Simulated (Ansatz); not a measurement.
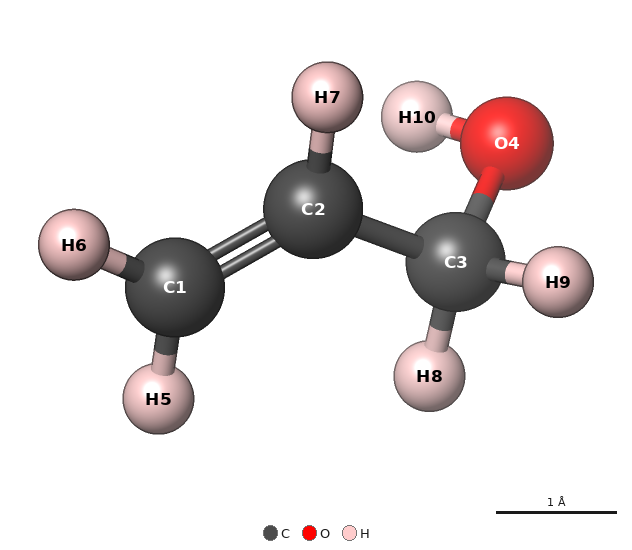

Orthographic view. Distant atoms are faded towards the background colour. The geometry was computed by an optimisation with PBE0-D4/def2-TZVP.

Write a MOL file (V2000) with the atoms in numerical order, bonds sorted by atom number with the orders drawn, and coordinates in the frame of the picture: x right, y up, z towards the viewer, origin at the mean position.

```
C3H6O
                    3D

 10  9  0  0  0  0  0  0  0  0999 V2000
   -1.3900   -0.3800    0.5800 C   0  0  0  0  0  0  0  0  0  0  0  0
   -0.2400    0.2700    0.5500 C   0  0  0  0  0  0  0  0  0  0  0  0
    0.9500   -0.1700   -0.2400 C   0  0  0  0  0  0  0  0  0  0  0  0
    1.3800    0.8200   -1.1600 O   0  0  0  0  0  0  0  0  0  0  0  0
   -1.5300   -1.3100    0.0400 H   0  0  0  0  0  0  0  0  0  0  0  0
   -2.2300   -0.0200    1.1700 H   0  0  0  0  0  0  0  0  0  0  0  0
   -0.1200    1.2000    1.1000 H   0  0  0  0  0  0  0  0  0  0  0  0
    0.7300   -1.1200   -0.7400 H   0  0  0  0  0  0  0  0  0  0  0  0
    1.8100   -0.3400    0.4200 H   0  0  0  0  0  0  0  0  0  0  0  0
    0.6300    1.0400   -1.7200 H   0  0  0  0  0  0  0  0  0  0  0  0
  1  2  2  0
  1  5  1  0
  1  6  1  0
  2  3  1  0
  2  7  1  0
  3  4  1  0
  3  8  1  0
  3  9  1  0
  4 10  1  0
M  END
```
